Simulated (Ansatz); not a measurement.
# Fields on a plane of Zr (hcp, Mg type)

```
Zr
1.0
    3.23126     0.00000     0.00000
   -1.61563     2.79835     0.00000
    0.00000     0.00000     5.17316
Zr
2
Direct
  0.33333   0.66667   0.75000
  0.66667   0.33333   0.25000
```

The slice is a (-1 1 0 2) plane (indices of the conventional cell) through the point (0.333, 0.667, 0.750) (fractional), spanned by u = [110] and v = [1 -1 1] in vectors of this cell: u (3.23 Å) and v (7.62 Å, at 90° to u). It covers one period; positions are fractions (u, v).

Atoms on it: Zr at (0.00, 0.00). Other atoms lie within 1 Å of the plane.

Calculation: PBE (plane waves to 420 eV, PAW, scalar-relativistic; Ansatz, a quantum-chemistry and plane-wave program). k mesh 17×17×9. Near the nuclei the fields are pseudised (PAW); where an atom keeps semicore shells as valence, they peak there. Zr is run without spin polarisation. Zr was relaxed with its symmetry unable to fall.

```tsv
v \ u	0.00	0.12	0.25	0.38	0.50	0.62	0.75	0.88
0.90	0.75	0.59	0.20	0.32	0.61	0.32	0.20	0.59
0.80	0.29	0.32	0.39	0.45	0.47	0.45	0.39	0.32
0.70	0.68	0.55	0.27	0.15	0.13	0.15	0.27	0.55
0.60	0.29	0.31	0.32	0.30	0.30	0.30	0.32	0.31
0.50	0.51	0.33	0.18	0.47	0.70	0.47	0.18	0.33
0.40	0.81	0.73	0.28	0.24	0.50	0.24	0.28	0.73
0.30	0.31	0.21	0.15	0.34	0.51	0.34	0.15	0.21
0.20	0.24	0.28	0.43	0.61	0.68	0.61	0.43	0.28
0.10	0.72	0.60	0.19	0.18	0.37	0.18	0.19	0.60
0.00	x	x	0.70	0.16	0.24	0.16	0.70	x
```

Values: electron localisation function (ELF). Points within 0.5 Å of a nucleus are blanked (x), as the pseudised field means little there.

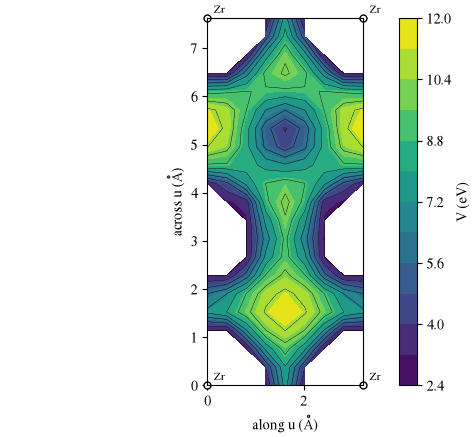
*Electrostatic potential energy of an electron, from the cell's mean, in eV, one period of the plane, atoms marked. Points within 1 Å of a nucleus are left white, as the pseudised field means little there. Values under 3 eV are set to 3. The zero, the cell's mean, hangs on the PAW cores.*
